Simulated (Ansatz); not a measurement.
**What a change does: single-point calculation on C₂H₆GaN**

System: C₂H₆GaN, SMILES CC#[N+][GaH3-].
Method of run 1: RKS B2PLYP (frozen core)/def2-TZVPP (Ansatz 0.2.0).

The geometry comes from this level: PBE0-D4/def2-TZVP. Text and figures count atoms from 1; the logs count them from 0 in places.

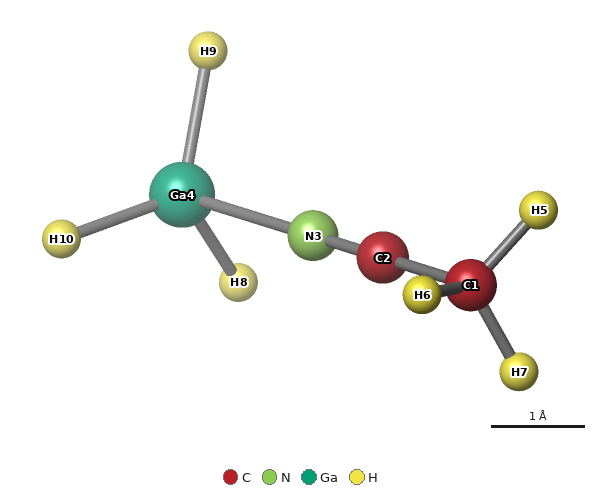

Fig. 1: The input geometry (ball-and-stick view, seen at a tilt; atoms are numbered from 1 in the order of the input). Sticks mark near contacts.

**The input, run 1**
```yaml
crystal:
  periodic: [false, false, false]
  atoms:
    - {symbol: C, position_ang: [-1.048904, 1.001481, -1.707199]}
    - {symbol: C, position_ang: [-0.371189, 0.353924, -0.609482]}
    - {symbol: N, position_ang: [0.166052, -0.159002, 0.260136]}
    - {symbol: Ga, position_ang: [1.176435, -1.116769, 1.886153]}
    - {symbol: H, position_ang: [-2.001664, 1.407417, -1.364031]}
    - {symbol: H, position_ang: [-0.431135, 1.813418, -2.093773]}
    - {symbol: H, position_ang: [-1.232523, 0.279392, -2.504179]}
    - {symbol: H, position_ang: [0.829252, -2.606658, 1.500553]}
    - {symbol: H, position_ang: [0.369269, -0.441588, 3.061572]}
    - {symbol: H, position_ang: [2.627608, -0.582713, 1.573049]}
basis:
  gaussian: {orbitals: def2-TZVPP}
hamiltonian: {xc: {name: B2PLYP}}
```

Hardware: 4 CPU threads, shared host.

**Output (run 1)**
```
Functional definition: B2PLYP
  parameter a = 0.53
  parameter c = 0.27
  exchange = (1 - a)*b88_x + a*exact_x
  correlation = (1 - c)*lyp_c + c*(mp2_os + mp2_ss)
1345 factors; integrals over basis functions are off by at most 8.6e-4 eV
mean field evaluation 1: about -56016.9893 eV, gradient 4.2e1 eV
mean field evaluation 2: about -56017.1155 eV, gradient 4.2e1 eV
mean field evaluation 4: about -56020.2597 eV, gradient 1.1e1 eV
mean field evaluation 8: about -56020.5246 eV, gradient 9.1e-1 eV
mean field evaluation 16: about -56020.5254 eV, gradient 4.6e-5 eV
mean field -56020.52536053 eV, -2058.7163349234 hartree, gradient 1.4e-6 eV, S^2 0.000000; 0 other end points of the search recorded, 0 dependent functions left out
12 core orbitals not correlated: weight in the atoms' cores, before any rotation towards them, 1.000 or more for the frozen orbitals, at most 0.000 for the correlated occupied ones
reference -56020.52555160 eV, -2058.7163419452 hartree; 16, 16 occupied and 197, 197 virtual orbitals, 1345 factors
second order -25.66905119 eV of doubles, -0.00000000 eV of singles
Total energy: -56027.45619542 eV, -2058.9710384078 hartree
```

For run 2 the input was changed thus:
```diff
-hamiltonian: {xc: {name: B2PLYP}}
+hamiltonian: {xc: {name: PBE-QIDH}}
```

Predict how the results change.

The total energies belong to different methods, so their difference says nothing on which is more stable or more accurate. The functional changes from B2PLYP to PBE-QIDH.

**Output (run 2)**
```
Functional definition: PBE-QIDH
  parameter a = 3^(-1/3)
  parameter c = 1/3
  exchange = (1 - a)*pbe_x + a*exact_x
  correlation = (1 - c)*pbe_c + c*(mp2_os + mp2_ss)
1345 factors; integrals over basis functions are off by at most 8.6e-4 eV
mean field evaluation 1: about -56008.6998 eV, gradient 3.5e1 eV
mean field evaluation 2: about -56008.8551 eV, gradient 3.5e1 eV
mean field evaluation 4: about -56011.3519 eV, gradient 7.1e0 eV
mean field evaluation 8: about -56011.4665 eV, gradient 5.9e-1 eV
mean field evaluation 16: about -56011.4669 eV, gradient 2.5e-5 eV
mean field -56011.46687125 eV, -2058.3834415824 hartree, gradient 8.4e-6 eV, S^2 0.000000; 0 other end points of the search recorded, 0 dependent functions left out
12 core orbitals not correlated: weight in the atoms' cores, before any rotation towards them, 1.000 or more for the frozen orbitals, at most 0.000 for the correlated occupied ones
reference -56011.46688595 eV, -2058.3834421229 hartree; 16, 16 occupied and 197, 197 virtual orbitals, 1345 factors
second order -23.68621241 eV of doubles, -0.00000000 eV of singles
Total energy: -56019.36229009 eV, -2058.6735928732 hartree
```

**The two runs side by side**

| quantity | run 1 | run 2 |
| --- | --- | --- |
| outcome | converged | converged |
| total energy (hartree) | −2058.971038 | −2058.673593 |
| basis functions | 225 | 225 |
| wall time (shared host) | 13 s | 13 s |
